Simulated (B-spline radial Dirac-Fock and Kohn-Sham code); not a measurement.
# Inner shells of Hf³⁺

Aim: for hafnium as Hf³⁺, compute its X-ray form factor and Compton profile and the binding energy of each subshell.

The numbers are computed with B-spline radial Dirac-Fock and Kohn-Sham code (version 2): a free atom or ion on a radial basis; each step names its model.

## (1) The system

Hafnium as Hf³⁺, configuration [Xe] 4f14 5d1.

- nuclear charge: 72
- electrons: 69
- mass number: 180
- nuclear rms radius: 5.347 fm

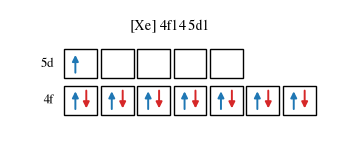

The shells outside the core; arrows follow Hund's rule for the drawing alone (heavy ions are jj-coupled), while the calculation averages over the configuration.

## (2) X-ray scattering functions

Model: Dirac-Fock average of configuration, finite nucleus; form factor of the spherical density, Waller-Hartree incoherent function, impulse-approximation Compton profiles.

Recorded inputs:

```ini
task = scatter
Z = 72
charge = 3
configuration = 1s2 2s2 2p6 3s2 3p6 3d10 4s2 4p6 4d10 4f14 5s2 5p6 5d1
mass_number = 180
rms_radius = 5.347  # fm
s = [0.0, 0.05, 0.1, 0.15, 0.2, 0.25, 0.3, 0.35, 0.4, 0.45, 0.5, 0.6, 0.7, 0.8, 0.9, 1.0, 1.1, 1.2, 1.4, 1.6, 1.8, 2.0, 2.5, 3.0, 3.5, 4.0, 5.0, 6.0]  # 1/A
pz = [0, 0.1, 0.2, 0.3, 0.4, 0.5, 0.6, 0.8, 1.0, 1.2, 1.4, 1.6, 1.8, 2.0, 2.5, 3.0, 4.0, 5.0, 7.0, 10.0, 15.0, 20.0, 30.0, 40.0, 60.0, 100.0]  # a.u.
photon_energy = [1000, 5000, 8047.8, 10000, 17479.3, 100000, 200000, 500000]  # eV
```

Results of the run (chosen fields of its result record, rounded):

```text
status: converged
form_factor [e]: [69.0, 68.392, 66.669, 64.084, 60.955, 57.571, 54.154, 50.85, 47.74, 44.855, 42.197, 37.492, 33.465, 29.993, 27.008, 24.472, 22.349, 20.595, 17.972, 16.144, 14.726, 13.48, 10.613, 8.2275, 6.5799, 5.5722, 4.5025, 3.7399]
incoherent: [2.9054e-11, 0.65306, 2.3786, 4.6795, 7.1359, 9.5379, 11.827, 14.001, 16.062, 18.001, 19.812, 23.06, 25.92, 28.517, 30.914, 33.143, 35.227, 37.188, 40.786, 43.945, 46.634, 48.875, 53.01, 55.889, 58.077, 59.811, 62.358, 64.095]
compton_total [1/a.u.]: [7.4171, 7.4074, 7.3778, 7.3265, 7.2512, 7.1493, 7.0191, 6.6756, 6.2466, 5.7827, 5.3363, 4.9428, 4.6158, 4.352, 3.8828, 3.525, 2.8207, 2.1623, 1.2981, 0.74352, 0.3655, 0.19979, 0.074866, 0.034316, 0.010643, 0.0020387]
shells: ["1s1/2", "2s1/2", "2p1/2", "2p3/2", "3s1/2", "3p1/2", "3p3/2", "3d3/2", "3d5/2", "4s1/2", "4p1/2", "4p3/2", "4d3/2", "4d5/2", "4f5/2", "4f7/2", "5s1/2", "5p1/2", "5p3/2", "5d3/2", "5d5/2"]
occupation: [2.0, 2.0, 2.0, 4.0, 2.0, 2.0, 4.0, 4.0, 6.0, 2.0, 2.0, 4.0, 4.0, 6.0, 6.0, 8.0, 2.0, 2.0, 4.0, 0.4, 0.6]
mean_momentum [a.u.]: [73.958, 26.416, 34.892, 31.125, 13.316, 15.901, 14.776, 17.757, 17.359, 6.7434, 7.5561, 7.0671, 7.7026, 7.5276, 7.159, 7.0534, 2.5579, 2.6766, 2.4613, 2.0133, 1.9634]
r2 [bohr^2]: 33.463
r_inverse [1/bohr]: 521.0
r1 [bohr]: 34.914
coherent [b]: [3096.1, 2141.7, 1540.0, 1267.4, 683.11, 51.37, 14.949, 2.6864]
incoherent_cross_section [b]: [0.54759, 6.553, 10.537, 12.614, 18.531, 29.052, 26.136, 19.516]
radial_jk:
  5d: {"j0": [1.0, 0.92245, 0.72356, 0.47992, 0.26248, 0.10708, 0.015972, -0.026019, -0.037261, -0.032477, -0.021289, 0.0013785, 0.014438, 0.018164, 0.016311, 0.012138, 0.007686, 0.0039653, -0.0002751, -0.0011176, -0.00030557, 0.00089079, 0.0024748, 0.0019938, 0.00098447, 0.00023039, -0.00030014, -0.00026434], "j2": [0.0, 0.03049, 0.10312, 0.17738, 0.22099, 0.22507, 0.19897, 0.1579, 0.11447, 0.076095, 0.045786, 0.0091237, -0.0044395, -0.0058515, -0.0024508, 0.0018246, 0.0052442, 0.0073011, 0.007884, 0.0059104, 0.0034426, 0.0014819, -0.00030247, 0.0002417, 0.00096384, 0.0012593, 0.00099576, 0.00054099], "j4": [0.0, 0.00038983, 0.0052986, 0.020687, 0.04648, 0.075645, 0.099666, 0.1134, 0.11611, 0.10992, 0.097978, 0.067794, 0.04021, 0.020211, 0.0077966, 0.0012526, -0.0013444, -0.0015928, 0.00073169, 0.0032265, 0.0044718, 0.0045288, 0.0024071, 0.00054415, -9.8104e-05, -2.3533e-05, 0.00050064, 0.00067298], "r2": 4.3803, "r4": 31.869, "r6": 355.14}
```

The scattering functions against s = sin θ / λ:

```tsv
s (1/Å)	f (e)	f / N	S(s)
0	69.00	1.000	0
0.100	66.67	0.966	2.379
0.200	60.95	0.883	7.136
0.300	54.15	0.785	11.83
0.400	47.74	0.692	16.06
0.500	42.20	0.612	19.81
0.700	33.47	0.485	25.92
0.900	27.01	0.391	30.91
1.10	22.35	0.324	35.23
1.40	17.97	0.260	40.79
1.80	14.73	0.213	46.63
2.50	10.61	0.154	53.01
3.50	6.580	0.095	58.08
5.00	4.502	0.065	62.36
```

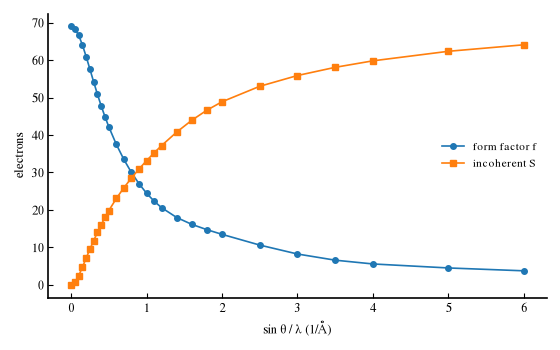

Form factor and incoherent scattering function.

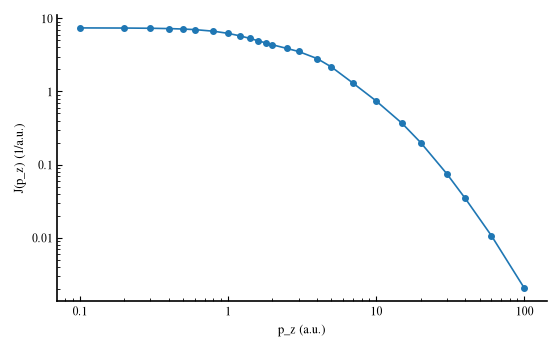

Compton profile, summed over all shells.

## (3) Hole states by ΔSCF

Model: Dirac-Fock average of configuration, Delta-SCF, finite nucleus, first-order Breit with its frequency dependence, self-energy and vacuum polarisation.

Recorded inputs:

```ini
task = binding
```

Results of the run (chosen fields of its result record, rounded):

```text
status: converged
shells: ["K", "L1", "L2", "L3", "M1", "M2", "M3", "M4", "M5", "N1", "N2", "N3", "N4", "N5", "N6", "N7", "O1", "O2", "O3", "O4,5"]
total_energy_parts [Ha]: [-15087.275, 17.4617551, -1.84745674, -0.289522702, 12.6107816, -2.20854658]
koopmans [eV]: [65781.4, 11404.8, 10869.0, 9674.5, 2678.59, 2441.9, 2181.73, 1786.6, 1730.43, 591.804, 493.711, 433.632, 272.115, 260.88, 59.3543, 57.4095, 107.18, 76.2354, 67.8539, 32.2592]
dirac_coulomb [eV]: [65695.2, 11353.4, 10813.2, 9621.61, 2649.52, 2411.88, 2153.21, 1755.51, 1699.9, 580.199, 482.357, 423.368, 262.388, 251.525, 51.8191, 50.0988, 105.52, 74.8334, 66.7141, 31.9578]
gaunt [eV]: [-229.997, -24.7907, -42.827, -29.591, -4.37975, -7.82622, -5.12942, -3.29844, -2.19098, -0.88763, -1.59405, -0.950265, -0.422011, -0.198085, 0.122121, 0.197404, -0.120074, -0.184708, -0.0938992, 0.00456577]
retardation [eV]: [17.2422, 2.03402, 4.64506, 4.63715, 0.342955, 0.829662, 0.833644, 0.321094, 0.312519, 0.0779556, 0.180896, 0.175074, 0.0450596, 0.0434101, -0.0280445, -0.0276089, 0.00948896, 0.0200179, 0.0190455, -0.000111116]
breit_frequency [eV]: [3.53496, -0.301361, -0.0236708, 1.55379, -0.0778715, -0.0792753, 0.308578, -0.0339175, -0.000363218, -0.0196652, -0.022056, 0.0684222, -0.00883571, -0.00158609, -0.00474913, -0.00439243, -0.0038835, -0.00416067, 0.00842999, -0.00101294]
self_energy [eV]: [-134.082, -19.0435, 0.0231161, -1.33723, -4.34566, -0.0834556, -0.335292, 0.311662, 0.156457, -1.0336, -0.00821717, -0.0645545, 0.0706452, 0.039944, 0.0410926, 0.0333594, -0.165122, 0.00472724, -0.00217099, 0.00762759]
vacuum_polarisation [eV]: [24.6804, 3.28156, 0.116499, -0.122635, 0.726628, 0.0278147, -0.0325298, -0.0351785, -0.0335402, 0.173371, 0.00559778, -0.00871049, -0.00827129, -0.00791075, -0.0044784, -0.00437375, 0.0279297, 0.000101107, -0.00199557, -0.00101093]
binding [eV]: [65376.6, 11314.5, 10775.1, 9596.75, 2641.79, 2404.75, 2148.86, 1752.78, 1698.14, 578.509, 480.919, 422.588, 262.064, 251.401, 51.945, 50.2932, 105.269, 74.6694, 66.6435, 31.9679]
mean_radius [bohr]: [0.0189867, 0.0797163, 0.0662018, 0.0738868, 0.207652, 0.197888, 0.212071, 0.186372, 0.190763, 0.468733, 0.476009, 0.50703, 0.529797, 0.54116, 0.652626, 0.663766, 1.14995, 1.26637, 1.3621, 1.96526]
```

total_energy_parts: Dirac-Coulomb, Gaunt, retardation, frequency dependence, self-energy, vacuum polarisation. 

Each level as Koopmans' value plus corrections (eV):

```tsv
level	-ε	relaxation	Breit	QED	binding
K	65781.4	-86.14	-209.22	-109.40	65376.6
L1	11404.8	-51.39	-23.06	-15.76	11314.5
L2	10869.0	-55.74	-38.21	0.14	10775.1
L3	9674.5	-52.89	-23.40	-1.46	9596.7
M1	2678.6	-29.07	-4.11	-3.62	2641.8
M2	2441.9	-30.02	-7.08	-0.06	2404.8
M3	2181.7	-28.52	-3.99	-0.37	2148.9
M4	1786.6	-31.08	-3.01	0.28	1752.8
M5	1730.4	-30.54	-1.88	0.12	1698.1
N1	591.8	-11.61	-0.83	-0.86	578.5
N2	493.7	-11.35	-1.44	0.00	480.9
N3	433.6	-10.26	-0.71	-0.07	422.6
N4	272.1	-9.73	-0.39	0.06	262.1
N5	260.9	-9.36	-0.16	0.03	251.4
N6	59.35	-7.54	0.09	0.04	51.94
N7	57.41	-7.31	0.17	0.03	50.29
O1	107.2	-1.66	-0.11	-0.14	105.3
O2	76.24	-1.40	-0.17	0.00	74.67
O3	67.85	-1.14	-0.07	0.00	66.64
O4,5	32.26	-0.30	0.00	0.01	31.97
```

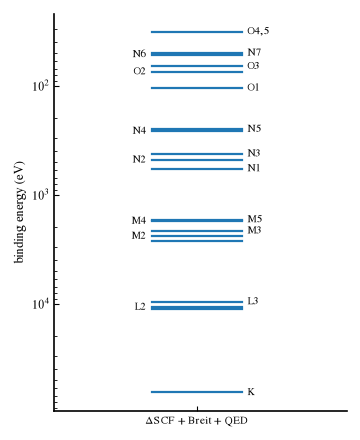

The levels on a logarithmic scale.

X-ray lines as differences of these levels:

```tsv
line	energy (eV)
Kβ2' (K-N3)	64954.0
Kβ2'' (K-N2)	64895.7
Kβ1 (K-M3)	63227.8
Kβ3 (K-M2)	62971.9
Kα1 (K-L3)	55779.9
Kα2 (K-L2)	54601.5
Lγ4 (L1-O3)	11247.9
Lγ3 (L1-N3)	10892.0
Lγ2 (L1-N2)	10833.6
Lγ1 (L2-N4)	10513.1
Lγ5 (L2-N1)	10196.6
Lβ7 (L3-O1)	9491.5
Lβ2 (L3-N5)	9345.3
Lβ15 (L3-N4)	9334.7
```

## (4) Outcome

| quantity | value |
| --- | --- |
| rms radius of the electron cloud | 0.696 bohr |
| form factor halves at | 0.67 1/Å |
| Compton profile at zero | 7.417 1/a.u. |
| deepest level listed, K (1s) | 65376.6 eV |
| least bound, O4,5 (5d) | 31.97 eV |
| Kα1 | 55779.9 eV |
| ionisation energy, NIST (semi-empirical) | 33.3700 eV |

In words: The form factor starts at the 69 electrons and halves by s = 0.67 1/Å. Incoherent scattering outweighs coherent from 200 keV on, among the energies asked. The K (1s) level lies 86.1 eV under Koopmans' value by relaxation alone; Breit gives -209.22 and QED -109.40 eV. NIST's ionisation energy differs by +1.40 eV from the least binding energy; the calculation averages open shells over their j components and terms. The Hartree-Fock and Dirac-Fock values hold no electron correlation.
